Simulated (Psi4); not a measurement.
Interaction energy of C2H6 ··· Li+ (SMILES CC and [Li+]) (charge +1). Monomers: optimised at B3LYP-D3(BJ) (def2-TZVP), held rigid. Orientation: lowest of the rigid-body minima from ten starts at GFN2-xTB. The monomers approach along the line of their centres of mass (distance R); nothing else relaxes.

Level of theory: SAPT0/jun-cc-pVDZ, all electrons correlated (Psi4).

Components in kJ/mol:

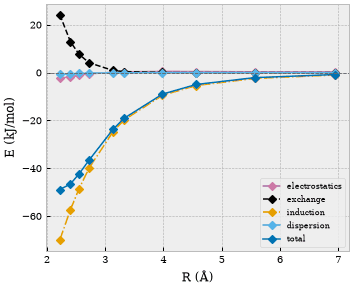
*Components of the interaction energy.*

```json
[
 {"R / Å": "2.22", "electrostatics": "-2.37", "exchange": "24.12", "induction": "-69.90", "dispersion": "-0.74", "total": "-48.89"},
 {"R / Å": "2.40", "electrostatics": "-1.68", "exchange": "12.93", "induction": "-57.37", "dispersion": "-0.46", "total": "-46.58"},
 {"R / Å": "2.55", "electrostatics": "-1.11", "exchange": "7.61", "induction": "-48.51", "dispersion": "-0.32", "total": "-42.33"},
 {"R / Å": "2.72", "electrostatics": "-0.57", "exchange": "4.12", "induction": "-39.96", "dispersion": "-0.22", "total": "-36.63"},
 {"R / Å": "3.13", "electrostatics": "0.17", "exchange": "0.89", "induction": "-24.76", "dispersion": "-0.09", "total": "-23.79"},
 {"R / Å": "3.32", "electrostatics": "0.33", "exchange": "0.43", "induction": "-19.83", "dispersion": "-0.06", "total": "-19.13"},
 {"R / Å": "3.98", "electrostatics": "0.48", "exchange": "0.03", "induction": "-9.51", "dispersion": "-0.02", "total": "-9.01"},
 {"R / Å": "4.56", "electrostatics": "0.44", "exchange": "0.00", "induction": "-5.42", "dispersion": "-0.01", "total": "-4.98"},
 {"R / Å": "5.56", "electrostatics": "0.33", "exchange": "0.00", "induction": "-2.45", "dispersion": "0.00", "total": "-2.12"},
 {"R / Å": "6.95", "electrostatics": "0.21", "exchange": "0.00", "induction": "-1.02", "dispersion": "0.00", "total": "-0.81"}
]
```
